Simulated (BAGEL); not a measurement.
# One shape, several levels: singlet Si2H3ClF+

We compute a comparison of 3 runs (HF/3-21G, PBE0/6-31G*, RI-MP2/6-31G*) of singlet Si2H3ClF+. 

Program for the calculation: BAGEL 1.2.2.

3 further runs of the same task are left out: 1 that didn't finish, 2 set aside as unsound or not needed. Runs told in other sessions of the task aren't counted.

**1. The molecule**

Si2H3ClF+ has 7 atoms, charge +1, and is taken as a singlet. SMILES of the parent species: `F[Si]([SiH3])Cl`. The coordinates come from a PBE0-D4/def2-TZVP relaxation. That shape belongs to the parent species and isn't relaxed for this state.

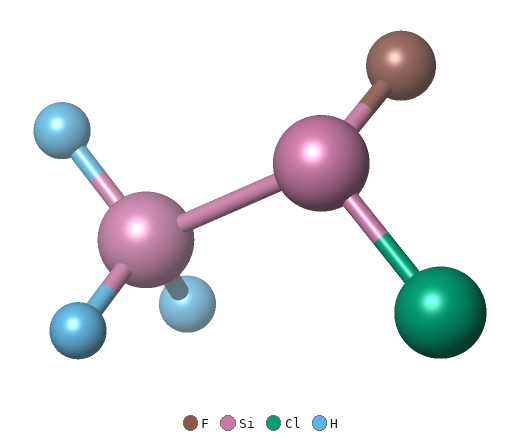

Viewed from a chosen angle; fluorine brown, silicon pink, chlorine teal, hydrogen blue.

**2. A single-point energy at HF/3-21G (density fitting with qzvpp-jkfit) (run 1)**

The input, input.json:

```json
{ "bagel" : [

{
  "title" : "molecule",
  "basis" : "3-21g",
  "df_basis" : "qzvpp-jkfit",
  "angstrom" : "true",
  "geometry" : [
    { "atom" : "F", "xyz" : [      -0.397300,      -2.154200,       0.999100 ] },
    { "atom" : "Si", "xyz" : [      -1.049500,      -0.894500,       0.251900 ] },
    { "atom" : "Si", "xyz" : [       0.534200,       0.848100,       0.105900 ] },
    { "atom" : "Cl", "xyz" : [      -1.541500,      -1.516100,      -1.647200 ] },
    { "atom" : "H", "xyz" : [      -0.126400,       1.966500,      -0.612300 ] },
    { "atom" : "H", "xyz" : [       0.889700,       1.271000,       1.484000 ] },
    { "atom" : "H", "xyz" : [       1.752100,       0.411400,      -0.627000 ] }
  ]
},

{ "title" : "hf", "charge" : 1 },

{ "title" : "print", "file" : "orbitals.molden", "orbitals" : "true" }

]}
```

Launch:

```sh
$ BAGEL_NUM_THREADS=1 BAGEL input.json > input.out
```

What it wrote:

```text
* using 1 threads per process

  ===============================================================
  ===============================================================

  *** Geometry ***

  { "atom" : "F", "xyz" : [     -0.750788,     -4.070848,      1.888025 ] },
  { "atom" : "Si", "xyz" : [     -1.983268,     -1.690360,      0.476022 ] },
  { "atom" : "Si", "xyz" : [      1.009492,      1.602677,      0.200122 ] },
  { "atom" : "Cl", "xyz" : [     -2.913013,     -2.865014,     -3.112757 ] },
  { "atom" : "H", "xyz" : [     -0.238861,      3.716146,     -1.157079 ] },
  { "atom" : "H", "xyz" : [      1.681289,      2.401842,      2.804354 ] },
  { "atom" : "H", "xyz" : [      3.310989,      0.777433,     -1.184858 ] },

  Number of auxiliary basis functions:      515

  Since a DF basis is specified, we compute 2- and 3-index integrals:
    o Being stored without compression. Storage requirement is 0.012 GB

  Number of basis functions:       54
  Number of electrons      :       57

    * METHOD: MOLECULE                             0.23

  *** RHF ***

  === Nuclear Repulsion ===
   262.2624644897

      * DIIS with orbital gradients will be used.

  === RHF iteration (3-21g) ===
      0      -1132.29322762          0.02130855           0.06
      1      -1132.41861872          0.01452126           0.06
      2      -1132.46689728          0.00134398           0.06
[... 11 lines of this table left out ...]
     14      -1132.46809539          0.00000001           0.06
    * SCF iteration converged.

    * Permanent dipole moment:
           (    0.132131,    -1.516695,    -1.041571) a.u.

    * METHOD: HF                                   1.13

    * METHOD: PRINT                                0.01

  ===============================================================
```

Wall time 1.5 s (1 thread of Arm Neoverse V1, shared host); peak memory 0.092 GiB.

**3. The energy at PBE0/6-31G(d) (density fitting with qzvpp-jkfit, spherical functions) (run 2)**

The input, input.json:

```json
{ "bagel": [

{
  "title": "molecule",
  "basis": "6-31gs.json",
  "df_basis": "qzvpp-jkfit",
  "angstrom": true,
  "geometry": [
    { "atom": "F", "xyz": [   -0.397300,   -2.154200,    0.999100 ] },
    { "atom": "Si", "xyz": [   -1.049500,   -0.894500,    0.251900 ] },
    { "atom": "Si", "xyz": [    0.534200,    0.848100,    0.105900 ] },
    { "atom": "Cl", "xyz": [   -1.541500,   -1.516100,   -1.647200 ] },
    { "atom": "H", "xyz": [   -0.126400,    1.966500,   -0.612300 ] },
    { "atom": "H", "xyz": [    0.889700,    1.271000,    1.484000 ] },
    { "atom": "H", "xyz": [    1.752100,    0.411400,   -0.627000 ] }
  ]
},
{
  "title": "ks",
  "xc_func": "pbe0",
  "charge": 1
},
{
  "title": "print",
  "file": "orbitals.molden",
  "orbitals": true
}

]}
```

The basis set 6-31G* is read from a file made from the Basis Set Exchange's data (not shown).

Launch:

```sh
$ BAGEL_NUM_THREADS=1 BAGEL input.json > input.out
```

What it wrote:

```text
* using 1 threads per process

  ===============================================================
  ===============================================================

  *** Geometry ***

[... 20 lines left out ...]
    * Removing 11928 points whose weight is below 1.00e-10
[... 2 lines left out ...]
  === Nuclear Repulsion ===
   262.2624644897

       - DIIS with orbital gradients will be used.

  === KS iteration (pbe0 / 6-31gs.json) ===
      0      -1112.32181594          0.12489308           0.37
      1      -1061.53175862          0.11298025           0.36
      2       -984.23742658          0.17320861           0.35
[... 85 lines of this table left out ...]
     88      -1140.02603963          0.00000000           0.36
    * SCF iteration converged.

    * Permanent dipole moment:
           (    0.088232,    -1.146384,    -0.625358) a.u.

    * METHOD: KS                                  32.64

    * METHOD: PRINT                                0.02

  ===============================================================
```

It took 33 s on 1 thread of Arm Neoverse V1, shared host; peak memory 0.37 GiB.

**4. A single-point energy at RI-MP2/6-31G(d) (density fitting with qzvpp-jkfit, spherical functions) (run 3)**

The input, job.json:

```json
{ "bagel": [

{
  "title": "molecule",
  "basis": "6-31gs.json",
  "df_basis": "qzvpp-jkfit",
  "angstrom": "true",
  "geometry": [
    { "atom": "F", "xyz": [      -0.397300,      -2.154200,       0.999100 ] },
    { "atom": "Si", "xyz": [      -1.049500,      -0.894500,       0.251900 ] },
    { "atom": "Si", "xyz": [       0.534200,       0.848100,       0.105900 ] },
    { "atom": "Cl", "xyz": [      -1.541500,      -1.516100,      -1.647200 ] },
    { "atom": "H", "xyz": [      -0.126400,       1.966500,      -0.612300 ] },
    { "atom": "H", "xyz": [       0.889700,       1.271000,       1.484000 ] },
    { "atom": "H", "xyz": [       1.752100,       0.411400,      -0.627000 ] }
  ]
},

{
  "title": "hf",
  "charge": 1
},

{
  "title": "mp2",
  "charge": 1,
  "ncore": 16
}

]}
```

The basis set 6-31G* is read from a file made from the Basis Set Exchange's data (not shown).

Launch:

```sh
$ BAGEL_NUM_THREADS=1 BAGEL job.json > job.out
```

What it wrote:

```text
* using 1 threads per process

  ===============================================================
  ===============================================================

  *** Geometry ***

[... 31 lines left out ...]
    * SCF iteration converged.
[... 1 line left out ...]
    * Permanent dipole moment:
[... 2 lines left out ...]
    * METHOD: HF                                   1.56

  *** RHF ***

  === Nuclear Repulsion ===
   262.2624644897

      * DIIS with orbital gradients will be used.

  === RHF iteration (6-31gs.json) ===
      0      -1138.25602658          0.00000000           0.09
    * SCF iteration converged.

    * Permanent dipole moment:
           (    0.292810,    -1.256461,    -0.824856) a.u.

  === DF-MP2 calculation ===

    * freezing 16 orbitals
    * 3-index integral transformation done
    * assembly done

      MP2 correlation energy:   -0.4517667251      0.03

      MP2 total energy:       -1138.7077933030

    * METHOD: MP2                                  0.23

  ===============================================================
```

It took 2.2 s on 1 thread of Arm Neoverse V1, shared host; peak memory 0.12 GiB.

**5. All runs side by side**

```csv
run,level,frozen core orbitals,energy (Eh),HOMO energy (eV),LUMO energy (eV),HOMO–LUMO gap (eV),wall time
1,HF/3-21G (density fitting with qzvpp-jkfit),–,-1132.468095,-18.02,-7.74,10.27,1.5 s
2,"PBE0/6-31G* (density fitting with qzvpp-jkfit, spherical functions)",–,-1140.026040,-15.01,-10.41,4.60,33 s
3,"RI-MP2/6-31G* (density fitting with qzvpp-jkfit, spherical functions)",16,-1138.707793,–,–,–,2.2 s
```

**6. What came out**

```
                                           quantity           value
                                run 3: total energy  -1138.70779 Eh
run 3: correlation energy (16 core orbitals frozen)      -451.8 mEh
```

All runs together took 37 s, the longest 33 s.
